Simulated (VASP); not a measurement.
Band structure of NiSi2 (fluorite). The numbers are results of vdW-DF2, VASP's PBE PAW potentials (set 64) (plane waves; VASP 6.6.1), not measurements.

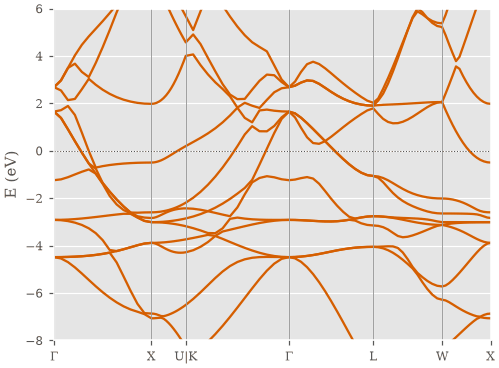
*Bands along high-symmetry lines, zero at the valence-band maximum or, without a gap, the Fermi level*

Read the plot: is there a gap, and where are the band edges?

It has no gap at this level: it comes out as a metal or semimetal. (Edges off the drawn lines would not show.)

The compound is NiSi2 in the fluorite structure. It was relaxed first, which changed the volume by +10 %. The run is not spin-polarised, so no magnetic state was tried.
